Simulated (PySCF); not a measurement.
The calculation's input:

```
{"job": {"kind": "uv", "xc": "wB97X-D", "basis": "def2-SVPD", "nstates": 8, "ntriplets": 3}, "charge": 0, "multiplicity": 1}
C     -2.663681    -0.135600    -0.076342
C     -1.230229    -0.372525     0.387847
Si     0.055869     0.260813    -0.859128
C      1.823394    -0.151256    -0.216916
C      2.149976     0.398739     1.160508
F      1.949997    -1.541188    -0.179824
H     -3.376342    -0.534996     0.643361
H     -2.841685    -0.617530    -1.034527
H     -2.857714     0.928094    -0.193310
H     -1.089910     0.114607     1.355463
H     -1.082461    -1.441866     0.554759
H     -0.101371    -0.398854    -2.158310
H     -0.012290     1.720901    -1.008533
H      2.582569     0.177211    -0.936175
H      1.462088    -0.006438     1.898808
H      3.163738     0.130526     1.453533
H      2.061054     1.481389     1.147262
```

Command:

```sh
OMP_NUM_THREADS=1 python probes_run.py task.json out
```

Geometry: GFN2-xTB.

These are results of PySCF, wB97X-D/def2-SVPD, SCF density, gas phase, not measurements.

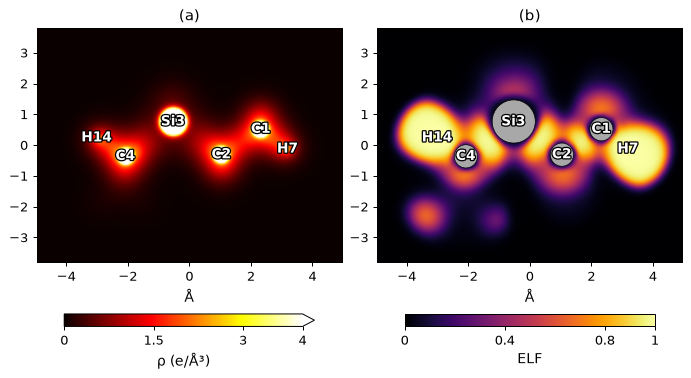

C4H11FSi. (a) total electron density; (b) electron localisation function on the plane of atoms C1, C2 and Si3. Grey discs cover the atomic cores in the ELF map.

Question: What does the map show?

Answer: The section cuts through C, Si and H sites. C–C (1.53 Å): ρ at the midpoint is about 1.6 e/Å³; the ELF peaks at about 0.95 between the atoms (a shared electron pair). C–Si (1.90 Å): ρ at the midpoint is about 0.94 e/Å³; the ELF peaks at about 0.95 between the atoms: a covalent bond. C–H (1.09 Å): ρ at the midpoint is about 1.9 e/Å³; the ELF climbs to about 1 towards the hydrogen, as it does in any bond to H (a covalent bond by its length).
